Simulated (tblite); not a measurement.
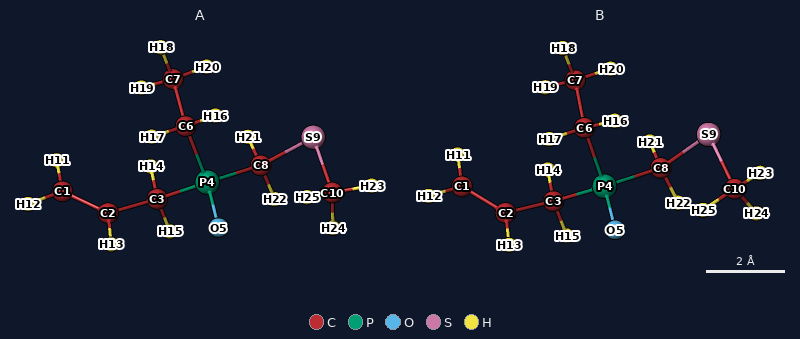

Two geometries of C₇H₁₅OPS, drawn at one scale. One is the start of a relaxation, the other its converged end. A ball-and-stick model, seen at a tilt.

All numbers below come from GFN2-xTB geometry optimisation, gas phase (tblite). 

Question: Which one is relaxed?

Answer: Structure B is the relaxed one. The largest move after the best rigid fit is that of H24, 0.72 Å. Largest moves by element: H 0.72 Å, C 0.16 Å, S 0.15 Å, P 0.13 Å, O 0.11 Å. Near-neighbour distances that change, for instance: P4–C8 1.778 → 1.851 Å, P4–O5 1.523 → 1.470 Å, C3–P4 1.797 → 1.850 Å, P4–C6 1.791 → 1.833 Å. Among the angles between lasting bonds that change: C2–C3–P4 111.3° → 106.7°, P4–C6–H17 108.6° → 104.9°, H23–C10–H25 107.0° → 110.5°. Groups turn about S9–C10 by about 25°. The energy falls by 0.318 eV in 84 geometry steps.
